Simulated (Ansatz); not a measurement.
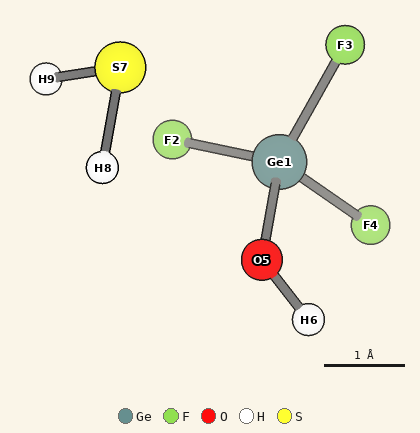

*The starting structure (ball-and-stick view, seen at a tilt; atoms are numbered from 1 in the order of the input). Sticks mark near contacts.*

Nudged elastic band of GeH3SOF3

System: GeH3SOF3.
Method: RKS PBE-D4/def2-SVP (Ansatz 0.2.0).

It belongs to a series of runs on one base structure; here: band between the two ends. Figures and captions count atoms from 1; the log counts them from 0 in places.

Output:
```
Engine: ansatz 0.2.0, x86_64-unknown-linux-gnu
Functional definition: PBE
  parameter kappa = 0.804
  parameter beta = 0.06672455060314922
  exchange = pbe_x(kappa = kappa, mu = beta*pi^2/3)
  correlation = pbe_c(beta = beta)
1317 factors; their error is unknown
mean field evaluation 1: about -77552.7388 eV, gradient 7.7e1 eV
mean field evaluation 2: about -77517.1625 eV, gradient 1.6e2 eV
mean field evaluation 4: about -77561.8925 eV, gradient 1.2e1 eV
mean field evaluation 8: about -77562.1400 eV, gradient 1.5e-1 eV
mean field evaluation 16: about -77562.0559 eV, gradient 2.5e-4 eV
mean field -77562.05591771 eV, -2850.3529815259 hartree, gradient 3.6e-5 eV, S^2 0.000000; 0 other end points of the search recorded, 0 dependent functions left out
the calculation of the forces begins
reference -77562.05595094 eV, -2850.3529827473 hartree; 43, 43 occupied and 78, 78 virtual orbitals, 1317 factors
1317 factors; their error is unknown
mean field evaluation 32: about -77562.2324 eV, gradient 1.5e-3 eV
mean field -77562.23240408 eV, -2850.3594672805 hartree, gradient 2.8e-5 eV, S^2 0.000000; 0 other end points of the search recorded, 0 dependent functions left out
[... from here on the field's lines of each further geometry are left out, up to the last ...]
NEB iter   1: max|band force component| = 1.079e2 eV/Å  barrier→ = 17.8755 eV  barrier← = 18.0567 eV  Δτ_max = 0.2000 Å  (259 SCF iters)
NEB iter   2: max|band force component| = 1.722e1 eV/Å  barrier→ = 3.1622 eV  barrier← = 3.3434 eV  Δτ_max = 0.2000 Å  (229 SCF iters)
NEB iter   3: max|band force component| = 1.154e1 eV/Å  barrier→ = 1.4143 eV  barrier← = 1.5955 eV  Δτ_max = 0.2000 Å  (227 SCF iters)
NEB iter   4: max|band force component| = 4.450e0 eV/Å  barrier→ = 1.0771 eV  barrier← = 1.2583 eV  Δτ_max = 0.1989 Å  (220 SCF iters)
NEB iter   5: max|band force component| = 1.678e0 eV/Å  barrier→ = 1.0019 eV  barrier← = 1.1831 eV  Δτ_max = 0.2000 Å  (223 SCF iters)
NEB iter   6: max|band force component| = 1.454e0 eV/Å  barrier→ = 0.8030 eV  barrier← = 0.9842 eV  Δτ_max = 0.2000 Å  (221 SCF iters)
NEB iter   7: max|band force component| = 1.090e0 eV/Å  barrier→ = 0.6838 eV  barrier← = 0.8650 eV  Δτ_max = 0.2000 Å  (218 SCF iters)
NEB iter   8: max|band force component| = 5.839e0 eV/Å  barrier→ = 1.4555 eV  barrier← = 1.6367 eV  Δτ_max = 0.1010 Å  (215 SCF iters)
NEB iter   9: max|band force component| = 1.142e0 eV/Å  barrier→ = 0.5625 eV  barrier← = 0.7437 eV  Δτ_max = 0.1968 Å  (197 SCF iters)
NEB iter  10: max|band force component| = 1.023e0 eV/Å  barrier→ = 0.5109 eV  barrier← = 0.6922 eV  Δτ_max = 0.2000 Å  (212 SCF iters)
NEB iter  11: max|band force component| = 6.178e-1 eV/Å  barrier→ = 0.6117 eV  barrier← = 0.7929 eV  Δτ_max = 0.1484 Å  (206 SCF iters)
NEB iter  12: max|band force component| = 4.635e-1 eV/Å  barrier→ = 0.5569 eV  barrier← = 0.7381 eV  CI = image 4  Δτ_max = 0.2000 Å  (199 SCF iters)
NEB iter  13: max|band force component| = 3.612e-1 eV/Å  barrier→ = 0.7324 eV  barrier← = 0.9136 eV  CI = image 4  Δτ_max = 0.2000 Å  (209 SCF iters)
NEB iter  14: max|band force component| = 2.984e-1 eV/Å  barrier→ = 0.7165 eV  barrier← = 0.8977 eV  CI = image 4  Δτ_max = 0.1436 Å  (203 SCF iters)
NEB iter  15: max|band force component| = 2.166e-1 eV/Å  barrier→ = 0.6914 eV  barrier← = 0.8726 eV  CI = image 4  Δτ_max = 0.0821 Å  (199 SCF iters)
NEB iter  16: max|band force component| = 1.438e-1 eV/Å  barrier→ = 0.6760 eV  barrier← = 0.8572 eV  CI = image 4  Δτ_max = 0.1856 Å  (196 SCF iters)
NEB iter  17: max|band force component| = 1.763e0 eV/Å  barrier→ = 0.6664 eV  barrier← = 0.8476 eV  CI = image 4  Δτ_max = 0.1014 Å  (195 SCF iters)
NEB iter  18: max|band force component| = 4.404e-1 eV/Å  barrier→ = 0.6623 eV  barrier← = 0.8435 eV  CI = image 4  Δτ_max = 0.1118 Å  (195 SCF iters)
NEB iter  19: max|band force component| = 3.232e-1 eV/Å  barrier→ = 0.6602 eV  barrier← = 0.8414 eV  CI = image 4  Δτ_max = 0.1042 Å  (193 SCF iters)
NEB iter  20: max|band force component| = 1.298e-1 eV/Å  barrier→ = 0.6593 eV  barrier← = 0.8405 eV  CI = image 4  Δτ_max = 0.1176 Å  (195 SCF iters)
NEB iter  21: max|band force component| = 1.420e-1 eV/Å  barrier→ = 0.6587 eV  barrier← = 0.8399 eV  CI = image 4  Δτ_max = 0.0585 Å  (190 SCF iters)
NEB iter  22: max|band force component| = 1.387e-1 eV/Å  barrier→ = 0.6583 eV  barrier← = 0.8395 eV  CI = image 4  Δτ_max = 0.0521 Å  (195 SCF iters)
NEB iter  23: max|band force component| = 7.463e-2 eV/Å  barrier→ = 0.6581 eV  barrier← = 0.8393 eV  CI = image 4  Δτ_max = 0.0357 Å  (193 SCF iters)
NEB iter  24: max|band force component| = 7.640e-2 eV/Å  barrier→ = 0.6580 eV  barrier← = 0.8392 eV  CI = image 4  Δτ_max = 0.0179 Å  (188 SCF iters)
NEB iter  25: max|band force component| = 5.746e-2 eV/Å  barrier→ = 0.6580 eV  barrier← = 0.8392 eV  CI = image 4  Δτ_max = 0.0180 Å  (191 SCF iters)
the calculation of the forces begins
reference -77562.18094880 eV, -2850.3575763339 hartree; 43, 43 occupied and 78, 78 virtual orbitals, 1317 factors
1317 factors; their error is unknown
mean field evaluation 1440: about -77561.3972 eV, gradient 6.2e-5 eV
mean field -77561.39722758 eV, -2850.3287751104 hartree, gradient 9.2e-6 eV, S^2 0.000000; 1 other end points of the search recorded, 0 dependent functions left out
the calculation of the forces begins
reference -77561.39725870 eV, -2850.3287762540 hartree; 43, 43 occupied and 78, 78 virtual orbitals, 1317 factors
NEB iter  26: max|band force component| = 4.562e-2 eV/Å  barrier→ = 0.6580 eV  barrier← = 0.8392 eV  CI = image 4  Δτ_max = 0.0000 Å  (396 SCF iters)
```

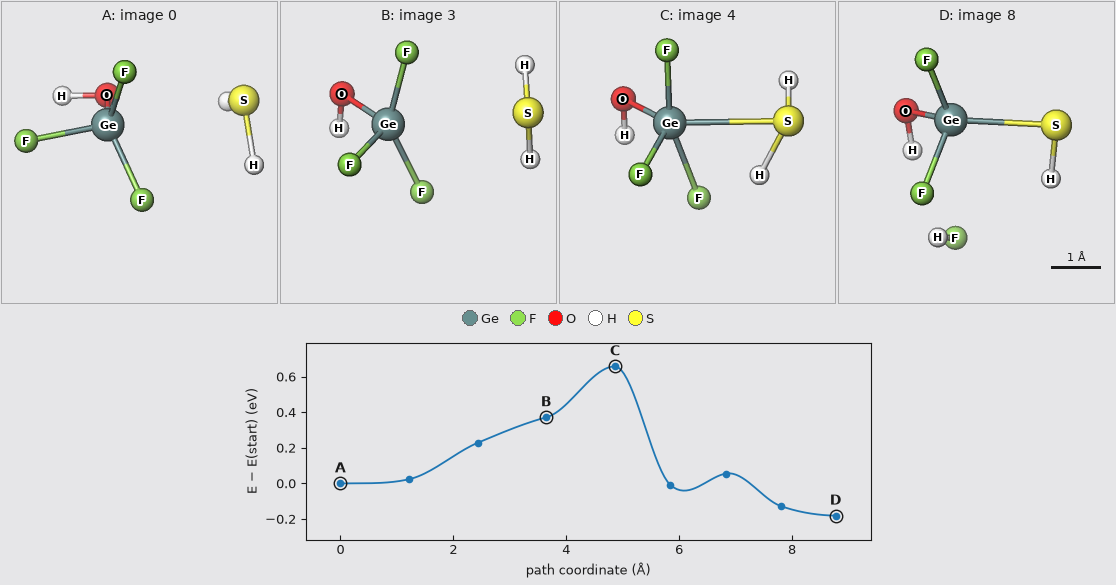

*Images of the last band (counted from 0; ball-and-stick, seen at a tilt) above the energy along the path; the line is a cubic interpolation that uses the forces.*

The highest image is number 4, 0.658 eV above the start and 0.839 eV above the end (the climbing image); the end lies 0.181 eV below the start. A further maximum stands at image 6, 0.055 eV from the start, so the path isn't one elementary step. The path is 8.78 Å long. The band converged in 26 iterations.

```
Total energy: -77561.61008412 eV, -2850.3365974440 hartree
Atom 0 at     0.106693    -0.373391    -0.054305 Å, force     0.000409     0.000936     0.001199 eV/Å
Atom 1 at    -0.706803    -0.668408     1.725049 Å, force     0.001528    -0.000506     0.000902 eV/Å
Atom 2 at     1.176289    -0.419308    -1.442378 Å, force     0.000192    -0.000711    -0.000977 eV/Å
Atom 3 at     0.079850     1.342445     0.231677 Å, force    -0.000114    -0.000205    -0.001479 eV/Å
Atom 4 at    -1.263093    -1.242298    -0.763811 Å, force    -0.000007     0.002382     0.004736 eV/Å
Atom 5 at    -1.913245    -1.359832    -0.040971 Å, force     0.000207    -0.001798    -0.003332 eV/Å
Atom 6 at     1.805107    -1.490042     1.355391 Å, force    -0.002119     0.000717     0.000674 eV/Å
Atom 7 at     1.429671    -2.710296     0.872435 Å, force     0.001063    -0.000932    -0.001049 eV/Å
Atom 8 at     0.491630    -1.257469     2.038714 Å, force    -0.001158     0.000117    -0.000673 eV/Å
Dipole moment:     0.062631    -0.669527     0.537989 e Å
this run last wrote the band of iteration 26 to [file]
```

The last band as extended XYZ (Å, eV, eV/Å):
```
9
Properties=species:S:1:pos:R:3:forces:R:3 image=0 energy=-77562.26803
Ge   -0.0387   -0.0654    0.0792    0.0038  -0.0018  -0.0133
F     0.1009    0.3239    1.7708   -0.0047   0.0048   0.0146
F     1.4194    0.2892   -0.7883    0.0017   0.0043  -0.0018
F    -1.1216    1.1833   -0.4883   -0.0036   0.0074  -0.0024
O    -0.9451   -1.5343   -0.3393   -0.0010  -0.0246   0.0044
H    -1.7700   -1.2323   -0.7748   -0.0013   0.0145  -0.0025
S     1.6507   -2.2499    1.0829    0.0114  -0.0021  -0.0024
H     0.5456   -3.0436    1.0269   -0.0074  -0.0039   0.0017
H     1.3648   -1.8496    2.3526    0.0013   0.0015   0.0017
9
Properties=species:S:1:pos:R:3:forces:R:3 image=1 energy=-77562.24421
Ge   -0.0549   -0.0247    0.0642   -0.0084  -0.0106   0.0136
F     0.1047    0.5326    1.7042    0.0527   0.0386  -0.0043
F     1.3955    0.0490   -0.8852    0.0139   0.0332   0.0130
F    -1.0098    1.2581   -0.6374   -0.0445  -0.0383  -0.0089
O    -1.0530   -1.4731   -0.1610    0.0311  -0.0046   0.0535
H    -1.9178   -1.1695   -0.5075    0.0200   0.0011  -0.0374
S     1.6900   -2.0153    1.3394   -0.0227  -0.0086  -0.0034
H     1.2185   -3.0810    0.6351   -0.0280  -0.0032  -0.0138
H     0.8330   -2.2547    2.3700   -0.0141  -0.0076  -0.0123
9
Properties=species:S:1:pos:R:3:forces:R:3 image=2 energy=-77562.03947
Ge   -0.1671   -0.0170   -0.0782   -0.0206   0.0306   0.0163
F    -0.3446    0.0933    1.6535    0.0510   0.0663  -0.0044
F     1.3256   -0.2025   -0.9320    0.0242   0.0485   0.0259
F    -0.6307    1.5962   -0.5257   -0.0706   0.0114  -0.0591
O    -1.2613   -1.2532   -0.6961    0.0197  -0.0191   0.0168
H    -2.0991   -1.2249   -0.1932    0.0092  -0.0108  -0.0032
S     1.8697   -1.9241    1.4691    0.0036  -0.0460   0.0050
H     1.5330   -3.0388    0.7656   -0.0107  -0.0370  -0.0011
H     0.9807   -2.2075    2.4588   -0.0060  -0.0438   0.0038
9
Properties=species:S:1:pos:R:3:forces:R:3 image=3 energy=-77561.89625
Ge   -0.1420   -0.2243   -0.0551   -0.0507   0.0097   0.0043
F    -0.7059   -0.4230    1.6134    0.0050   0.0206  -0.0161
F     1.1916   -0.5449   -1.1364    0.0110  -0.0118   0.0339
F    -0.1491    1.5136   -0.0999   -0.0174   0.0145  -0.0376
O    -1.4258   -1.1121   -0.8883   -0.0215   0.0185  -0.0072
H    -2.1582   -1.2234   -0.2493   -0.0222   0.0115  -0.0300
S     1.9402   -1.5889    1.4801    0.0323  -0.0134   0.0114
H     1.6555   -2.7478    0.8226    0.0203   0.0013  -0.0012
H     0.9998   -1.8277    2.4347    0.0431  -0.0508   0.0423
9
Properties=species:S:1:pos:R:3:forces:R:3 image=4 energy=-77561.61005
Ge    0.1067   -0.3734   -0.0543    0.0004   0.0009   0.0012
F    -0.7068   -0.6684    1.7250    0.0015  -0.0005   0.0009
F     1.1763   -0.4193   -1.4424    0.0002  -0.0007  -0.0010
F     0.0799    1.3424    0.2317   -0.0001  -0.0002  -0.0015
O    -1.2631   -1.2423   -0.7638    0.0000   0.0024   0.0047
H    -1.9132   -1.3598   -0.0410    0.0002  -0.0018  -0.0033
S     1.8051   -1.4900    1.3554   -0.0021   0.0007   0.0007
H     1.4297   -2.7103    0.8724    0.0011  -0.0009  -0.0010
H     0.4916   -1.2575    2.0387   -0.0012   0.0001  -0.0007
9
Properties=species:S:1:pos:R:3:forces:R:3 image=5 energy=-77562.27584
Ge    0.3626   -0.4282   -0.2720    0.0433  -0.0289  -0.1068
F    -0.8962   -0.8200    2.1125   -0.0428  -0.0653   0.1337
F     1.1695   -0.3925   -1.8054   -0.0030   0.0207  -0.1177
F     0.2476    1.2338    0.2217    0.0417  -0.0393   0.0244
O    -1.1871   -1.1986   -0.6144    0.0846  -0.0054   0.0459
H    -1.6804   -1.2435    0.2335    0.0842   0.0170   0.0575
S     1.7775   -1.4694    1.1633    0.0095   0.0189  -0.0491
H     1.4026   -2.6998    0.7047   -0.0048   0.0246  -0.0338
H     0.0100   -1.1605    2.1778   -0.2127   0.0577   0.0457
9
Properties=species:S:1:pos:R:3:forces:R:3 image=6 energy=-77562.21254
Ge    0.4945   -0.4925   -0.3790   -0.0095   0.0139   0.0124
F    -1.0572   -0.9795    2.2021    0.0015   0.0134  -0.0041
F     1.1050   -0.1172   -1.9572    0.0039  -0.0136   0.0016
F     0.3570    1.0417    0.4514   -0.0031   0.0124  -0.0171
O    -1.0758   -1.2594   -0.6007   -0.0140  -0.0041   0.0091
H    -1.4634   -1.3301    0.3021    0.0041   0.0150  -0.0198
S     1.9110   -1.6664    0.8700   -0.0204   0.0123   0.0148
H     1.1428   -2.7799    0.6953    0.0125  -0.0017   0.0030
H    -0.2078   -0.5954    2.3379    0.0250  -0.0476   0.0001
9
Properties=species:S:1:pos:R:3:forces:R:3 image=7 energy=-77562.39524
Ge    0.5640   -0.6263   -0.3220    0.0063  -0.0386   0.0089
F    -0.9904   -0.8943    2.1706    0.0218   0.0062  -0.0043
F     1.1345    0.0626   -1.8058   -0.0109   0.0419   0.0273
F     0.3770    0.7745    0.7744   -0.0055  -0.0468   0.0662
O    -1.0564   -1.2652   -0.5818   -0.0036  -0.0136   0.0030
H    -1.4740   -1.2834    0.3118    0.0016  -0.0052   0.0091
S     2.0708   -1.9829    0.5376    0.0443  -0.0398  -0.0658
H     1.0816   -2.8688    0.8471    0.0013  -0.0036   0.0276
H    -0.5009   -0.0948    1.9899   -0.0552   0.0995  -0.0720
9
Properties=species:S:1:pos:R:3:forces:R:3 image=8 energy=-77562.44924
Ge    0.5380   -0.6497   -0.3776   -0.0249  -0.0187   0.0200
F    -0.8557   -1.1148    2.0946   -0.0037   0.0036   0.0038
F     1.1832    0.1211   -1.7854    0.0111  -0.0043   0.0120
F     0.4503    0.6316    0.8813    0.0018   0.0201  -0.0044
O    -1.1430   -1.0477   -0.7304   -0.0025  -0.0063   0.0153
H    -1.5553   -1.2833    0.1312    0.0090   0.0088  -0.0110
S     1.9220   -2.1992    0.3471    0.0281  -0.0103  -0.0271
H     1.1071   -2.3742    1.4305   -0.0165   0.0196  -0.0023
H    -0.4405   -0.2624    1.9304   -0.0025  -0.0124  -0.0064
```

This output came from the following input.

Input file:
```yaml
crystal:
  periodic: [false, false, false]
  atoms:
    - { symbol: Ge, position_ang: [-0.038691, -0.065374, 0.079238] }
    - { symbol: F, position_ang: [0.100946, 0.323882, 1.770847] }
    - { symbol: F, position_ang: [1.419418, 0.289222, -0.788255] }
    - { symbol: F, position_ang: [-1.121627, 1.183296, -0.488267] }
    - { symbol: O, position_ang: [-0.945103, -1.534335, -0.339301] }
    - { symbol: H, position_ang: [-1.769984, -1.232279, -0.774823] }
    - { symbol: S, position_ang: [1.65075, -2.249884, 1.08286] }
    - { symbol: H, position_ang: [0.545601, -3.043559, 1.026897] }
    - { symbol: H, position_ang: [1.36479, -1.849569, 2.352605] }
basis:
  gaussian: { orbitals: def2-SVP }
hamiltonian:
  xc: pbe
  dispersion: d4
neb:
  order_check: false
  images: 7
  f_tol: 0.05
  max_iterations: 60
  final_atoms:
    - { symbol: Ge, position_ang: [0.53803162, -0.64973792, -0.37756722] }
    - { symbol: F, position_ang: [-0.8557351, -1.11480323, 2.0946154] }
    - { symbol: F, position_ang: [1.18319549, 0.12112939, -1.78538392] }
    - { symbol: F, position_ang: [0.45026866, 0.63162979, 0.88131155] }
    - { symbol: O, position_ang: [-1.14297713, -1.04765074, -0.73039322] }
    - { symbol: H, position_ang: [-1.5552796, -1.28332411, 0.13124558] }
    - { symbol: S, position_ang: [1.92202934, -2.19920884, 0.34708322] }
    - { symbol: H, position_ang: [1.10711668, -2.37423289, 1.43046887] }
    - { symbol: H, position_ang: [-0.44054996, -0.26240145, 1.93042074] }
  initial_path:
    images:
      - { positions_ang: [[-0.038691, -0.065374, 0.079238], [0.100946, 0.323882, 1.770847], [1.419418, 0.289222, -0.788255], [-1.121627, 1.183296, -0.488267], [-0.945103, -1.534335, -0.339301], [-1.769984, -1.232279, -0.774823], [1.65075, -2.249884, 1.08286], [0.545601, -3.043559, 1.026897], [1.36479, -1.849569, 2.352605]] }
      - { positions_ang: [[-0.0297752, -0.04713398, 0.06372002], [0.09284827, 0.23781084, 1.83956288], [1.45464282, 0.21559543, -0.74068622], [-1.03997545, 1.23653049, -0.4900822], [-0.92792101, -1.50512532, -0.39485095], [-1.65491006, -1.39617318, -0.52605366], [1.57007529, -2.19777045, 0.99879526], [0.54018588, -3.07834616, 0.93065914], [1.20092945, -1.64398767, 2.24073673]] }
      - { positions_ang: [[-0.0208594, -0.02889396, 0.04820205], [0.08475055, 0.15173968, 1.90827877], [1.48986763, 0.14196887, -0.69311745], [-0.95832389, 1.28976497, -0.49189741], [-0.91073902, -1.47591564, -0.4504009], [-1.53983611, -1.56006735, -0.27728432], [1.48940058, -2.1456569, 0.91473053], [0.53477076, -3.11313331, 0.83442127], [1.0370689, -1.43840635, 2.12886846]] }
      - { positions_ang: [[-0.01194359, -0.01065394, 0.03268407], [0.07665282, 0.06566853, 1.97699465], [1.52509245, 0.0683423, -0.64554867], [-0.87667234, 1.34299946, -0.49371261], [-0.89355703, -1.44670597, -0.50595085], [-1.42476217, -1.72396153, -0.02851498], [1.40872586, -2.09354336, 0.83066579], [0.52935564, -3.14792047, 0.73818341], [0.87320835, -1.23282502, 2.01700019]] }
      - { positions_ang: [[-0.00302779, 0.00758608, 0.0171661], [0.06855509, -0.02040263, 2.04571053], [1.56031726, -0.00528426, -0.59797989], [-0.79502079, 1.39623395, -0.49552782], [-0.87637504, -1.41749629, -0.56150079], [-1.30968822, -1.88785571, 0.22025435], [1.32805115, -2.04142981, 0.74660105], [0.52394053, -3.18270763, 0.64194555], [0.7093478, -1.02724369, 1.90513191]] }
      - { positions_ang: [[0.13223706, -0.15674492, -0.08151723], [-0.16251746, -0.29400278, 2.05793675], [1.46603682, 0.02631915, -0.8948309], [-0.48369842, 1.20508291, -0.15131798], [-0.94302556, -1.3250349, -0.6037239], [-1.37108607, -1.73672281, 0.19800216], [1.4765457, -2.08087457, 0.64672159], [0.66973456, -2.98058894, 0.83907638], [0.42187336, -0.83603313, 1.91145412]] }
      - { positions_ang: [[0.26750192, -0.32107592, -0.18020056], [-0.39359, -0.56760293, 2.07016297], [1.37175638, 0.05792256, -1.1916819], [-0.17237606, 1.01393187, 0.19289186], [-1.00967608, -1.23257351, -0.64594701], [-1.43248391, -1.58558991, 0.17574997], [1.62504025, -2.12031933, 0.54684214], [0.8155286, -2.77847026, 1.03620721], [0.13439892, -0.64482257, 1.91777633]] }
      - { positions_ang: [[0.40276677, -0.48540692, -0.27888389], [-0.62466255, -0.84120308, 2.08238918], [1.27747594, 0.08952598, -1.48853291], [0.1389463, 0.82278083, 0.53710171], [-1.07632661, -1.14011212, -0.68817011], [-1.49388176, -1.43445701, 0.15349777], [1.77353479, -2.15976408, 0.44696268], [0.96132264, -2.57635157, 1.23333804], [-0.15307552, -0.45361201, 1.92409854]] }
      - { positions_ang: [[0.53803162, -0.64973792, -0.37756722], [-0.8557351, -1.11480323, 2.0946154], [1.18319549, 0.12112939, -1.78538392], [0.45026866, 0.63162979, 0.88131155], [-1.14297713, -1.04765074, -0.73039322], [-1.5552796, -1.28332411, 0.13124558], [1.92202934, -2.19920884, 0.34708322], [1.10711668, -2.37423289, 1.43046887], [-0.44054996, -0.26240145, 1.93042074]] }
```

Run as:
```bash
ansatz run input.yaml --threads 4 --pin off --max-ram 5120MiB --backend cpu --events-out ev --progress --plain --runs-dir out
```

Summary:

- outcome: converged
- barrier, forward: 0.658 eV
- barrier, backward: 0.839 eV
- hardware: 4 threads of AMD EPYC (Zen 3), 24 GiB of memory available, shared host
- wall time: 3.1 min (CPU time 11 min)
- peak memory: 0.21 GiB

Notes:

The order of the saddle point was not checked.
